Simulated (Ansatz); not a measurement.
**BGe (quartet): correlated methods under varied settings at distance Ge1–B2 = 2.225 Å**

Aim: run BGe (quartet) at one geometry under a spread of methods and options, and see what each costs and gives.

Computed with Ansatz 0.2.0, Gaussian basis. Level: the settings change from run to run.

16 further runs of the same task are left out: 1 for a known fault of the program, 11 that didn't finish, 4 set aside as unsound or not needed.

## (1) The system

The geometry derives from a PBE0/def2-TZVP stationary point (not a proven minimum). One bond is set to the value named and the two fragments are kept rigid. No spin-orbit coupling is included. The filled d shell of Ge may be among the frozen orbitals whatever the setting's name suggests; the logs give the count.

2 atoms, charge 0, spin multiplicity 4.

Atoms are counted from 1 here; the program's logs count them from 0.

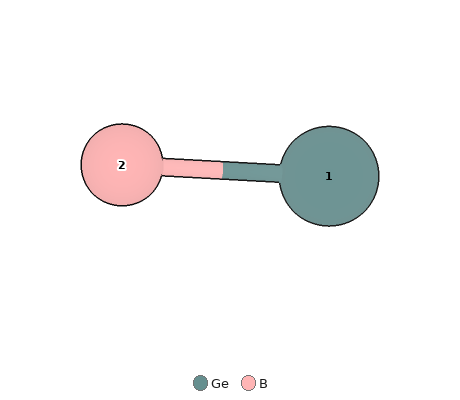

The geometry (germanium teal, boron pink); atoms are numbered from 1 in the order of the file.

## (2) MP2 on UHF/cc-pVDZ

in.yaml

```yaml
crystal:
  periodic: [false, false, false]
  atoms:
    - {symbol: Ge, position_ang: [0.000000, 0.000000, 0.000000]}
    - {symbol: B, position_ang: [0.000000, 0.000000, 2.225000]}
basis:
  gaussian: {orbitals: cc-pVDZ}
magnetization: {spin_polarized: true, initial_magnetization: 3}
correlation: {method: mp2, electrons: outside_noble_gas}
accuracy: high
output: {forces: true}
```

Launch:

```sh
ansatz run in.yaml --threads 1 --pin off --events-out ev --progress --plain --max-ram 2393MiB
```

The log of the run:

```text
Functional definition: HF
  name "HF"
  cite "Fock, Z. Phys. 61, 126 (1930) doi:10.1007/BF01340294"
  parent pbe
  exchange = exact_x
  correlation = 0
781 factors; integrals over basis functions are off by at most 4.4e-9 eV
mean field evaluation 1: about -57140.0186 eV, gradient 4.7e0 eV
mean field evaluation 2: about -57140.0792 eV, gradient 4.9e0 eV
mean field evaluation 4: about -57140.5384 eV, gradient 1.4e0 eV
mean field evaluation 8: about -57140.6165 eV, gradient 1.7e-1 eV
mean field evaluation 16: about -57140.6196 eV, gradient 1.8e-8 eV
mean field evaluation 32: about -57140.6078 eV, gradient 3.1e-1 eV
mean field -57140.61956360 eV, -2099.8790376592 hartree, gradient 2.5e-8 eV, S^2 3.764366; 6 other end points of the search recorded, 0 dependent functions left out
15 core orbitals not correlated: weight in the atoms' cores, before any rotation towards them, 1.000 or more for the frozen orbitals, at most 0.000 for the correlated occupied ones
reference -57140.61956360 eV, -2099.8790376592 hartree; 5, 2 occupied and 21, 24 virtual orbitals, 781 factors
second order -2.96705176 eV of doubles, -0.00000000 eV of singles
the calculation of the forces begins
Total energy: -57143.58661536 eV, -2099.9880748002 hartree
Atom 0 at     0.000000     0.000000     0.000000 Å, force    -0.000000    -0.000000     2.418394 eV/Å
Atom 1 at     0.000000     0.000000     2.225000 Å, force     0.000000     0.000000    -2.418394 eV/Å
Dipole moment:     0.000000     0.000000    -0.223740 e Å
```

Wall time 4.5 s (1 thread of Arm Neoverse N1, shared host).

From the report: ⟨S²⟩ of the determinant 3.764 (pure quartet: 3.75).

## (3) CASSCF(7,7)/6-31G

in.yaml

```yaml
crystal:
  periodic: [false, false, false]
  atoms:
    - {symbol: Ge, position_ang: [0.000000, 0.000000, 0.000000]}
    - {symbol: B, position_ang: [0.000000, 0.000000, 2.225000]}
basis:
  gaussian: {orbitals: 6-31G}
magnetization: {spin_polarized: false, initial_magnetization: 3}
hamiltonian: {pseudopotentials: {relativity: none}}
correlation: {active_space: {window: {electrons: 7, orbitals: 7}}}
accuracy: high
scf: {lower_state_search: full}
```

The command is unchanged.

The log of the run, shortened:

```text
Functional definition: HF
  name "HF"
  cite "Fock, Z. Phys. 61, 126 (1930) doi:10.1007/BF01340294"
  parent pbe
[...]
619 factors; integrals over basis functions are off by at most 3.7e-9 eV
[...]
mean field -57131.99674704 eV, -2099.5621549955 hartree, gradient 2.4e-8 eV, S^2 3.750000; 11 other end points of the search recorded, 0 dependent functions left out
reference -57131.99674704 eV, -2099.5621549955 hartree; 20, 17 occupied and 18, 21 virtual orbitals, 619 factors
state -57133.34415752 eV, -2099.6116714173 hartree
Total energy: -57133.34415752 eV, -2099.6116714173 hartree
```

Run time: 4.9 s. Hardware: 1 thread of Arm Neoverse N1, shared host.

From the report: 441 determinants; active occupations 1.98, 1.90, 1.03, 0.96, 0.96, 0.08, 0.08.

## (4) CCSDT on UHF/STO-3G

in.yaml

```yaml
crystal:
  periodic: [false, false, false]
  atoms:
    - {symbol: Ge, position_ang: [0.000000, 0.000000, 0.000000]}
    - {symbol: B, position_ang: [0.000000, 0.000000, 2.225000]}
basis:
  gaussian: {orbitals: STO-3G}
magnetization: {spin_polarized: true, initial_magnetization: 3}
correlation: {method: ccsdt, electrons: outside_noble_gas}
output: {forces: true}
```

The command is unchanged.

The log of the run, shortened:

```text
Functional definition: HF
  name "HF"
  cite "Fock, Z. Phys. 61, 126 (1930) doi:10.1007/BF01340294"
  parent pbe
[...]
286 factors; integrals over basis functions are off by at most 3.4e-8 eV
[...]
mean field -56487.28414384 eV, -2075.8694038296 hartree, gradient 2.6e-6 eV, S^2 3.759165; 17 other end points of the search recorded, 0 dependent functions left out
determinant -56487.28414384 eV, -2075.8694038296 hartree, with singles and doubles -56489.57402583 eV, -2075.9535554409 hartree
determinant -56487.17285724 eV, -2075.8653141227 hartree, with singles and doubles -56489.60891600 eV, -2075.9548376309 hartree
determinant -56487.15192584 eV, -2075.8645449079 hartree, with singles and doubles -56489.57336222 eV, -2075.9535310534 hartree
determinant -56486.28921284 eV, -2075.8328407900 hartree, with singles and doubles -56487.50836108 eV, -2075.8776436612 hartree
[...]
determinant -56487.17285724 eV, -2075.8653141227 hartree, with singles and doubles -56489.57370177 eV, -2075.9535435317 hartree
determinant -56487.15192584 eV, -2075.8645449079 hartree, with singles and doubles -56489.57100091 eV, -2075.9534442769 hartree
[...]
15 core orbitals not correlated, not the lowest: weight in the atoms' cores, before any rotation towards them, 0.633 or more for the frozen orbitals, at most 0.361 for the correlated occupied ones
reference -56487.17285724 eV, -2075.8653141227 hartree; 5, 2 occupied and 3, 6 virtual orbitals, 286 factors
second order -1.42405612 eV of doubles, -0.00000000 eV of singles
cycle   1  -1.78825865 eV  change   -3.6e-1 eV  update   1.4e-1
[...]
cycle  18  -2.57141192 eV  change    4.5e-8 eV  update   4.0e-7
[...]
Total energy: -56489.74426916 eV, -2075.9598117676 hartree
Atom 0 at     0.000000     0.000000     0.000000 Å, force     0.000000     0.000000     3.792790 eV/Å
Atom 1 at     0.000000     0.000000     2.225000 Å, force    -0.000000     0.000000    -3.792790 eV/Å
Dipole moment:    -0.000000    -0.000000     0.042363 e Å
```

Wall time 6 s (1 thread of Arm Neoverse N1, shared host).

From the report: ⟨S²⟩ of the determinant 3.768 (pure quartet: 3.75); correlation -2.5714 eV; T1 0.080; largest double amplitude 0.17.

## (5) MP2 on UHF/cc-pVDZ

in.yaml

```yaml
crystal:
  periodic: [false, false, false]
  atoms:
    - {symbol: Ge, position_ang: [0.000000, 0.000000, 0.000000]}
    - {symbol: B, position_ang: [0.000000, 0.000000, 2.225000]}
basis:
  gaussian: {orbitals: cc-pVDZ}
magnetization: {spin_polarized: true, initial_magnetization: 3}
correlation: {method: mp2, electrons: valence}
output: {forces: true}
```

Launched as before.

The log of the run, shortened:

```text
Functional definition: HF
  name "HF"
  cite "Fock, Z. Phys. 61, 126 (1930) doi:10.1007/BF01340294"
  parent pbe
[...]
462 factors; integrals over basis functions are off by at most 7.8e-4 eV
[...]
mean field -57140.61952596 eV, -2099.8790362762 hartree, gradient 5.1e-6 eV, S^2 3.764366; 6 other end points of the search recorded, 0 dependent functions left out
10 core orbitals not correlated: weight in the atoms' cores, before any rotation towards them, 1.000 or more for the frozen orbitals, at most 0.000 for the correlated occupied ones
reference -57140.61952596 eV, -2099.8790362762 hartree; 10, 7 occupied and 21, 24 virtual orbitals, 462 factors
second order -3.42908406 eV of doubles, -0.00000000 eV of singles
[...]
Total energy: -57144.04861002 eV, -2100.0050527911 hartree
Atom 0 at     0.000000     0.000000     0.000000 Å, force     0.000000     0.000000     2.467979 eV/Å
Atom 1 at     0.000000     0.000000     2.225000 Å, force    -0.000000    -0.000000    -2.467979 eV/Å
Dipole moment:    -0.000000     0.000000    -0.211285 e Å
```

Run time: 2.4 s. Hardware: 1 thread of Arm Neoverse N1, shared host.

From the report: ⟨S²⟩ of the determinant 3.764 (pure quartet: 3.75).

## (6) CCSDT on UHF/cc-pVDZ

Changes to in.yaml since step 5:

```diff
@@ -8,3 +8,3 @@
 magnetization: {spin_polarized: true, initial_magnetization: 3}
-correlation: {method: mp2, electrons: valence}
-output: {forces: true}
+correlation: {method: ccsdt, electrons: outside_noble_gas}
+scf: {omitted_lower_state_checks: [cluster_reference]}
```

Launched as before.

The log of the run, shortened:

```text
Functional definition: HF
  name "HF"
  cite "Fock, Z. Phys. 61, 126 (1930) doi:10.1007/BF01340294"
  parent pbe
[...]
768 factors; integrals over basis functions are off by at most 1.5e-7 eV
[...]
mean field -57140.61956345 eV, -2099.8790376539 hartree, gradient 6.2e-6 eV, S^2 3.764366; 6 other end points of the search recorded, 0 dependent functions left out
15 core orbitals not correlated: weight in the atoms' cores, before any rotation towards them, 1.000 or more for the frozen orbitals, at most 0.000 for the correlated occupied ones
reference -57140.61956345 eV, -2099.8790376539 hartree; 5, 2 occupied and 21, 24 virtual orbitals, 768 factors
second order -2.96705163 eV of doubles, -0.00000000 eV of singles
cycle   1  -3.49959711 eV  change   -5.3e-1 eV  update   1.1e-1
[...]
cycle  18  -4.10798995 eV  change   -1.3e-7 eV  update   2.7e-7
Total energy: -57144.72755340 eV, -2100.0300034999 hartree
Checks for a lower state left out: cluster_reference
```

Wall time 5.5 s (1 thread of Arm Neoverse N1, shared host).

From the report: ⟨S²⟩ of the determinant 3.764 (pure quartet: 3.75); correlation -4.1080 eV; T1 0.043; largest double amplitude 0.13.

## (7) HF/def2-SVPD

in.yaml

```yaml
crystal:
  periodic: [false, false, false]
  atoms:
    - {symbol: Ge, position_ang: [0.000000, 0.000000, 0.000000]}
    - {symbol: B, position_ang: [0.000000, 0.000000, 2.225000]}
basis:
  gaussian: {orbitals: def2-SVPD}
magnetization: {spin_polarized: false, initial_magnetization: 3}
hamiltonian: {xc: hf}
accuracy: high
output: {orbitals: {seedname: orbitals}}
```

Launched as before.

The log of the run:

```text
Functional definition: HF
  name "HF"
  cite "Fock, Z. Phys. 61, 126 (1930) doi:10.1007/BF01340294"
  parent pbe
  exchange = exact_x
  correlation = 0
1009 factors; integrals over basis functions are off by at most 4.2e-9 eV
mean field evaluation 1: about -57132.9665 eV, gradient 4.4e0 eV
mean field evaluation 2: about -57132.9789 eV, gradient 4.4e0 eV
mean field evaluation 4: about -57133.3833 eV, gradient 1.3e0 eV
mean field evaluation 8: about -57133.4443 eV, gradient 6.3e-1 eV
mean field evaluation 16: about -57133.4759 eV, gradient 5.1e-4 eV
mean field evaluation 32: about -57133.4460 eV, gradient 2.4e-1 eV
mean field evaluation 64: about -57133.2924 eV, gradient 1.3e0 eV
mean field evaluation 96: about -57128.8491 eV, gradient 5.0e0 eV
mean field evaluation 128: about -57133.4759 eV, gradient 1.3e-7 eV
mean field -57133.47587758 eV, -2099.6165120403 hartree, gradient 2.0e-8 eV, S^2 3.750000; 1 other end points of the search recorded, 0 dependent functions left out
reference -57133.47587758 eV, -2099.6165120403 hartree; 20, 17 occupied and 38, 41 virtual orbitals, 1009 factors
Total energy: -57133.47587758 eV, -2099.6165120403 hartree
```

It took 3.9 s on 1 thread of Arm Neoverse N1, shared host.

## (8) NEVPT2(5,7)/6-31G*

in.yaml

```yaml
crystal:
  periodic: [false, false, false]
  atoms:
    - {symbol: Ge, position_ang: [0.000000, 0.000000, 0.000000]}
    - {symbol: B, position_ang: [0.000000, 0.000000, 2.225000]}
basis:
  gaussian: {orbitals: "6-31G*"}
magnetization: {spin_polarized: false, initial_magnetization: 3}
correlation: {method: sc_nevpt2, electrons: outside_noble_gas, active_space: {window: {electrons: 5, orbitals: 7}}}
```

The command is unchanged.

The log of the run:

```text
Functional definition: HF
  name "HF"
  cite "Fock, Z. Phys. 61, 126 (1930) doi:10.1007/BF01340294"
  parent pbe
  exchange = exact_x
  correlation = 0
449 factors; integrals over basis functions are off by at most 1.0e-3 eV
mean field evaluation 1: about -57132.8422 eV, gradient 5.8e0 eV
mean field evaluation 2: about -57132.8487 eV, gradient 5.8e0 eV
mean field evaluation 4: about -57133.3457 eV, gradient 1.7e0 eV
mean field evaluation 8: about -57133.4186 eV, gradient 5.5e-1 eV
mean field evaluation 16: about -57133.4445 eV, gradient 1.6e-4 eV
mean field evaluation 32: about -57133.4381 eV, gradient 3.3e-1 eV
mean field -57133.44453819 eV, -2099.6153603390 hartree, gradient 1.2e-6 eV, S^2 3.750000; 6 other end points of the search recorded, 0 dependent functions left out
reference -57133.44453819 eV, -2099.6153603390 hartree; 20, 17 occupied and 30, 33 virtual orbitals, 449 factors
state -57135.05727287 eV, -2099.6746272452 hartree
state -57135.05727287 eV, -2099.6746272452 hartree; corrected -57137.01810615 eV, -2099.7466865390 hartree
Total energy: -57137.01810615 eV, -2099.7466865390 hartree
```

Run time: 3.3 s. Hardware: 1 thread of Arm Neoverse N1, shared host.

From the report: 68 determinants; active occupations 1.91, 1.00, 0.97, 0.97, 0.06, 0.06, 0.04.

## (9) HF/cc-pVDZ

in.yaml

```yaml
crystal:
  periodic: [false, false, false]
  atoms:
    - {symbol: Ge, position_ang: [0.000000, 0.000000, 0.000000]}
    - {symbol: B, position_ang: [0.000000, 0.000000, 2.225000]}
basis:
  gaussian: {orbitals: cc-pVDZ}
magnetization: {spin_polarized: true, initial_magnetization: 3}
hamiltonian: {xc: hf}
output: {forces: true, orbitals: {seedname: orbitals}}
```

The command is unchanged.

The log of the run, shortened:

```text
Functional definition: HF
  name "HF"
  cite "Fock, Z. Phys. 61, 126 (1930) doi:10.1007/BF01340294"
  parent pbe
[...]
462 factors; integrals over basis functions are off by at most 7.8e-4 eV
[...]
mean field -57140.61952596 eV, -2099.8790362762 hartree, gradient 1.4e-5 eV, S^2 3.764366; 4 other end points of the search recorded, 0 dependent functions left out
[...]
reference -57140.61952596 eV, -2099.8790362762 hartree; 20, 17 occupied and 21, 24 virtual orbitals, 462 factors
Total energy: -57140.61952596 eV, -2099.8790362762 hartree
Atom 0 at     0.000000     0.000000     0.000000 Å, force     0.000000    -0.000000     2.022289 eV/Å
Atom 1 at     0.000000     0.000000     2.225000 Å, force     0.000000    -0.000000    -2.022289 eV/Å
Dipole moment:    -0.000000     0.000000     0.038890 e Å
```

Run time: 2.5 s. Hardware: 1 thread of Arm Neoverse N1, shared host.

From the report: ⟨S²⟩ of the determinant 3.764 (pure quartet: 3.75).

## (10) CCSDT(Q)/6-31G

in.yaml

```yaml
crystal:
  periodic: [false, false, false]
  atoms:
    - {symbol: Ge, position_ang: [0.000000, 0.000000, 0.000000]}
    - {symbol: B, position_ang: [0.000000, 0.000000, 2.225000]}
basis:
  gaussian: {orbitals: 6-31G}
magnetization: {spin_polarized: false, initial_magnetization: 3}
hamiltonian: {xc: {name: PBE0}}
correlation: {method: ccsdt_q, electrons: outside_noble_gas, diis_vectors: 12}
scf: {lower_state_search: off}
```

Launched as before.

The log of the run, shortened:

```text
Functional definition: PBE0
  name "PBE0"
  cite "Adamo & Barone, J. Chem. Phys. 110, 6158 (1999) doi:10.1063/1.478522"
  cite "Perdew, Burke & Ernzerhof, Phys. Rev. Lett. 77, 3865 (1996) doi:10.1103/PhysRevLett.77.3865"
  parent pbe
[...]
621 factors; integrals over basis functions are off by at most 1.2e-7 eV
[...]
mean field -57171.82305898 eV, -2101.0257449640 hartree, gradient 2.0e-6 eV, S^2 3.750000; 0 other end points of the search recorded, 0 dependent functions left out
15 core orbitals not correlated: weight in the atoms' cores, before any rotation towards them, 0.998 or more for the frozen orbitals, at most 0.000 for the correlated occupied ones
reference -57131.72156301 eV, -2099.5520421687 hartree; 5, 2 occupied and 18, 21 virtual orbitals, 621 factors
second order -2.23866742 eV of doubles, -0.17998669 eV of singles
cycle   1  -2.61734826 eV  change   -2.0e-1 eV  update   9.6e-2
[...]
cycle  16  -3.02691120 eV  change   -4.9e-8 eV  update   3.9e-7
perturbative correction -0.01556300 eV, -0.0005719296 hartree
Total energy: -57134.76403720 eV, -2099.6638510331 hartree
Checks for a lower state left out: stability, starts, cluster_reference, orbital_swaps, neighbouring_geometries, increment
```

Run time: 5.5 s. Hardware: 1 thread of Arm Neoverse N1, shared host.

From the report: correlation -3.0425 eV; T1 0.019; largest double amplitude 0.12. The orbitals are Kohn-Sham ones, so correlation energy and T1 don't compare with those on Hartree-Fock orbitals.

## (11) The runs in one table

Where basis and cores are those of an earlier FCI/cc-pVDZ run (-57144.7408 eV), and the state is the same kind, the miss against it is given.

```
                            level         correlated  functions  energy (eV)  from FCI (meV)   time
               MP2 on UHF/cc-pVDZ  outside noble gas         41  -57143.5866          1154.2  4.5 s
                CASSCF(7,7)/6-31G                            38  -57133.3442                  4.9 s
              CCSDT on UHF/STO-3G  outside noble gas         23  -56489.7443                    6 s
               MP2 on UHF/cc-pVDZ            valence         41  -57144.0486                  2.4 s
             CCSDT on UHF/cc-pVDZ  outside noble gas         41  -57144.7276            13.3  5.5 s
                     HF/def2-SVPD                            58  -57133.4759                  3.9 s
               NEVPT2(5,7)/6-31G*  outside noble gas         50  -57137.0181                  3.3 s
                       HF/cc-pVDZ                            41  -57140.6195          4121.3  2.5 s
CCSDT(Q)/6-31G (on PBE0 orbitals)  outside noble gas         38  -57134.7640                  5.5 s
```

## (12) Summary of results

| quantity | value |
| --- | --- |
| runs | 9 |
| quickest | MP2 on UHF/cc-pVDZ, 2.4 s |
| slowest | CCSDT on UHF/STO-3G, 6 s |

What this shows: Total energies in different bases, with other cores or another treatment of relativity can't be set against each other. CCSDT on UHF/STO-3G took 2 times as long as MP2 on UHF/cc-pVDZ; the jobs differ in more than the method. Among the correlated runs with a miss given, it spans +13 to +1154 meV. Hartree-Fock, CASSCF and CASCI lack dynamic correlation by design.
